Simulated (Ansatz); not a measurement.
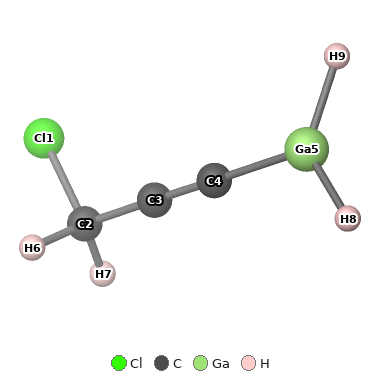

The system is C3H4ClGa, SMILES ClCC#[C][GaH2]; the picture shows the reference structure. Coordinates scanned: (1) angle C2–C3–C4 (carried through 180); (2) change of the bonds C3–C2, C3–C4, all alike. Nothing is relaxed (all other coordinates rigid). Grid: 15 × 15 points. Points are written as (first, second). Energies: kJ/mol, counted from the lowest grid point. Computed with RKS SPW92 (LDA)/def2-TZVP in Ansatz 0.2.0.

Its coordinates:

```xyz
9

Cl    2.1766    2.2533    0.0678
C     1.6842    0.7302   -0.7331
C     0.4750    0.1895   -0.2064
C    -0.5587   -0.2823    0.2367
Ga   -2.1577   -1.0007    0.9319
H     1.5829    0.9551   -1.8077
H     2.5211    0.0228   -0.6113
H    -2.6880   -2.3291    0.3167
H    -2.8646   -0.2295    2.0840
```

Range: angle C2–C3–C4 (carried through 180) from 140.0 to 220.0°; change of the bonds C3–C2, C3–C4, all alike from −0.145 to 0.225 Å.

Question: Predict the map.

Answer: The lowest grid point is at (180.0°, 0.013 Å). No other kind of well shows on this grid. The highest grid point, (220.0°, −0.145 Å), lies 261 kJ/mol above the lowest. Round the minimum the two coordinates are nearly uncoupled.

| second ↓, first → | 140.0 | 145.7 | 151.4 | 157.1 | 162.9 | 168.6 | 174.3 | 180.0 | 185.7 | 191.4 | 197.1 | 202.9 | 208.6 | 214.3 | 220.0 |
| --- | --- | --- | --- | --- | --- | --- | --- | --- | --- | --- | --- | --- | --- | --- | --- |
| 0.225 | 229 | 224 | 220 | 217 | 215 | 213 | 212 | 212 | 213 | 214 | 216 | 219 | 222 | 226 | 231 |
| 0.198 | 192 | 186 | 182 | 178 | 175 | 174 | 173 | 172 | 173 | 174 | 177 | 180 | 184 | 189 | 195 |
| 0.172 | 159 | 153 | 147 | 143 | 140 | 138 | 136 | 136 | 137 | 138 | 141 | 145 | 149 | 155 | 162 |
| 0.145 | 128 | 120 | 114 | 109 | 106 | 103 | 102 | 101 | 102 | 104 | 107 | 111 | 117 | 123 | 131 |
| 0.119 | 102 | 93 | 86 | 81 | 76 | 73 | 72 | 71 | 72 | 74 | 78 | 82 | 88 | 96 | 105 |
| 0.093 | 79 | 70 | 62 | 56 | 51 | 48 | 46 | 45 | 46 | 49 | 52 | 58 | 64 | 73 | 83 |
| 0.066 | 62 | 51 | 42 | 35 | 30 | 26 | 24 | 24 | 25 | 27 | 31 | 37 | 45 | 54 | 65 |
| 0.040 | 51 | 39 | 29 | 22 | 16 | 11 | 9 | 8 | 10 | 12 | 17 | 23 | 32 | 42 | 54 |
| 0.013 | 46 | 34 | 23 | 15 | 8 | 3 | 1 | 0 | 1 | 4 | 9 | 16 | 26 | 37 | 50 |
| −0.013 | 51 | 37 | 25 | 16 | 9 | 4 | 1 | 0 | 1 | 5 | 10 | 18 | 28 | 40 | 55 |
| −0.040 | 66 | 50 | 38 | 28 | 20 | 14 | 11 | 10 | 11 | 15 | 21 | 29 | 40 | 54 | 70 |
| −0.066 | 91 | 75 | 61 | 50 | 41 | 35 | 32 | 31 | 32 | 36 | 42 | 52 | 63 | 78 | 95 |
| −0.093 | 131 | 113 | 99 | 87 | 77 | 71 | 67 | 66 | 67 | 71 | 78 | 88 | 101 | 117 | 136 |
| −0.119 | 185 | 166 | 150 | 137 | 127 | 120 | 116 | 114 | 116 | 120 | 128 | 138 | 152 | 169 | 190 |
| −0.145 | 256 | 235 | 218 | 204 | 193 | 186 | 181 | 180 | 181 | 186 | 194 | 206 | 220 | 239 | 261 |

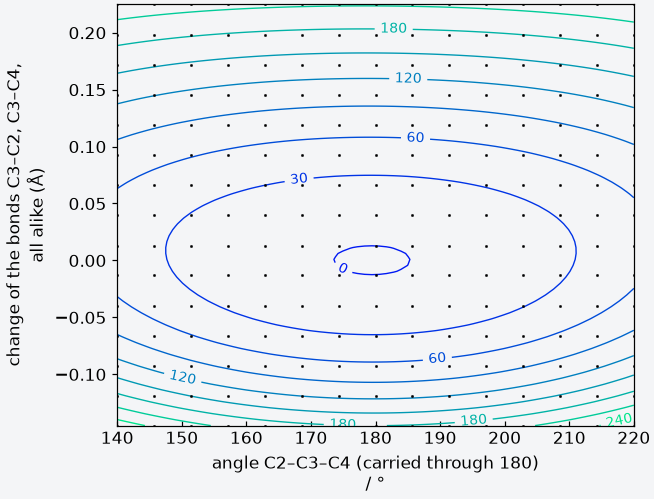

The picture shows contour lines labelled in kJ/mol, dots at the grid points. Between grid points the surface is interpolated.

The whole map (225 points run) took 33 min on 1 thread of Arm Neoverse N1 (shared host).
